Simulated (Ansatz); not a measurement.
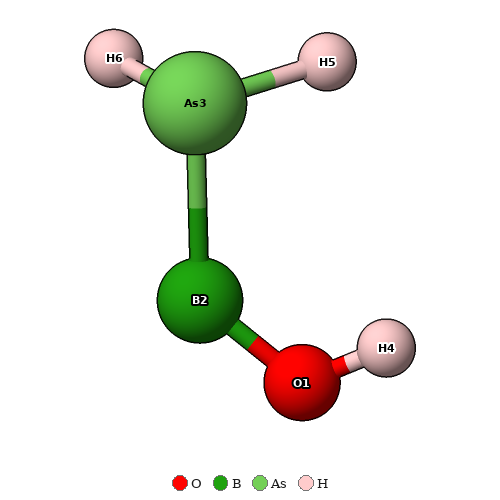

The system is AsBH₃O, SMILES O[B][AsH2], spin multiplicity 2; the picture shows the reference structure. First axis: dihedral O1–B2–As3–H5. Second axis: dihedral H4–O1–B2–As3. Nothing is relaxed (all other coordinates rigid). The grid has 15 × 15 points. Points are written as (first, second). All energies are given in kJ/mol relative to the relaxed molecule at the same level. These are results of UHF/def2-TZVP in Ansatz, not measurements.

Its coordinates:

```yaml
atoms:
  - { symbol: O, position_ang: [-0.6240, -1.0147, -1.3752] }
  - { symbol: B, position_ang: [-0.9688, -0.3719, -0.2694] }
  - { symbol: As, position_ang: [0.2400, 0.2428, 1.2859] }
  - { symbol: H, position_ang: [0.2947, -1.1660, -1.5355] }
  - { symbol: H, position_ang: [1.4328, 0.7002, 0.4695] }
  - { symbol: H, position_ang: [-0.3747, 1.6097, 1.4247] }
```

Range: dihedral O1–B2–As3–H5 from −180 to 156°; dihedral H4–O1–B2–As3 from −180 to 156°.

### What will the energy surface look like?

The lowest grid point is at (36°, −180°), −5.2 kJ/mol from the relaxed molecule at the same level. Higher local minima lie near (−132°, −180°) (1.5 kJ/mol above the lowest at that grid point); (36°, −12°) (5.6 kJ/mol above the lowest at that grid point); (−132°, 12°) (6.7 kJ/mol above the lowest at that grid point). The highest grid point, (−60°, −84°), lies 63.0 kJ/mol above the lowest. On the interpolated surface the easiest way out of the lowest well to the well at about (−145°, −175°) passes a barrier of about 13 kJ/mol. Round the minimum the two coordinates are weakly coupled (coupling 0.05 in units of the two stiffnesses).

| dihedral H4–O1–B2–As3 ↓, dihedral O1–B2–As3–H5 → | −180 | −156 | −132 | −108 | −84 | −60 | −36 | −12 | 12 | 36 | 60 | 84 | 108 | 132 | 156 |
| --- | --- | --- | --- | --- | --- | --- | --- | --- | --- | --- | --- | --- | --- | --- | --- |
| 156 | 7.2 | 3.6 | 3.6 | 7.7 | 14.2 | 19.4 | 18.8 | 12.0 | 3.7 | −1.2 | −0.7 | 4.2 | 10.2 | 13.3 | 11.6 |
| 132 | 22.8 | 19.0 | 19.2 | 23.6 | 30.4 | 35.8 | 35.3 | 28.1 | 18.7 | 12.7 | 12.7 | 18.0 | 25.0 | 29.1 | 27.6 |
| 108 | 38.7 | 34.1 | 34.4 | 39.8 | 47.8 | 53.7 | 52.9 | 45.4 | 35.9 | 29.6 | 29.3 | 34.9 | 42.7 | 47.1 | 44.9 |
| 84 | 41.0 | 35.8 | 36.3 | 42.8 | 51.9 | 57.7 | 56.2 | 49.4 | 41.7 | 36.7 | 37.0 | 42.5 | 49.4 | 52.2 | 48.3 |
| 60 | 28.7 | 23.6 | 23.7 | 29.9 | 38.7 | 44.1 | 42.5 | 36.8 | 31.2 | 28.0 | 28.7 | 33.0 | 38.0 | 39.4 | 35.4 |
| 36 | 14.3 | 9.7 | 9.2 | 14.0 | 21.9 | 27.2 | 25.8 | 20.5 | 15.6 | 13.3 | 14.0 | 17.4 | 21.2 | 22.4 | 19.6 |
| 12 | 5.9 | 2.3 | 1.6 | 5.1 | 11.7 | 17.0 | 16.0 | 10.3 | 4.8 | 2.6 | 3.7 | 6.9 | 10.4 | 11.7 | 9.8 |
| −12 | 6.6 | 3.9 | 3.6 | 6.6 | 12.2 | 17.2 | 16.7 | 10.5 | 3.6 | 0.4 | 1.7 | 5.7 | 9.7 | 11.4 | 9.8 |
| −36 | 16.6 | 14.0 | 14.3 | 17.6 | 23.0 | 27.9 | 27.8 | 21.1 | 12.7 | 8.0 | 8.8 | 13.6 | 19.0 | 21.6 | 20.1 |
| −60 | 32.1 | 28.6 | 29.1 | 33.4 | 39.6 | 44.9 | 45.0 | 38.0 | 28.6 | 22.4 | 22.5 | 27.8 | 34.6 | 38.4 | 36.8 |
| −84 | 42.4 | 37.5 | 38.0 | 43.7 | 51.7 | 57.8 | 57.5 | 50.3 | 41.0 | 34.8 | 34.9 | 40.5 | 48.1 | 51.9 | 49.1 |
| −108 | 35.8 | 30.4 | 30.9 | 37.4 | 46.6 | 52.7 | 51.6 | 45.0 | 37.5 | 32.9 | 33.6 | 39.2 | 45.8 | 48.0 | 43.5 |
| −132 | 19.0 | 13.9 | 14.1 | 20.1 | 28.8 | 34.6 | 33.4 | 27.4 | 21.2 | 17.8 | 18.8 | 23.6 | 28.9 | 30.3 | 26.0 |
| −156 | 5.0 | 0.5 | 0.3 | 5.3 | 13.1 | 18.6 | 17.6 | 11.7 | 5.4 | 2.2 | 3.1 | 7.6 | 12.4 | 14.0 | 10.8 |
| −180 | 0.4 | −3.5 | −3.7 | 0.6 | 7.5 | 12.8 | 12.0 | 5.7 | −1.4 | −5.2 | −4.3 | 0.2 | 5.4 | 7.6 | 5.3 |

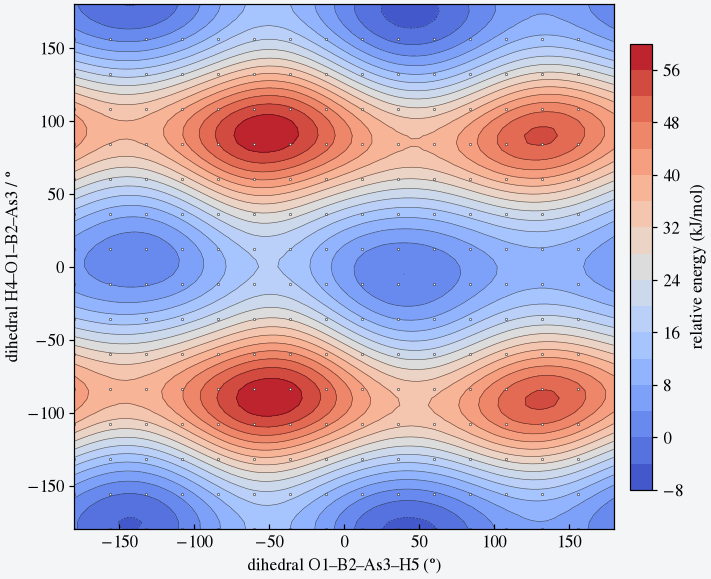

In the figure: filled contours, dots at the grid points. Between grid points the surface is interpolated.

Time for the 225 points that were run: 13 min on 1 thread of Intel(R) Xeon(R) 6975P-C (Granite Rapids), on a shared host.
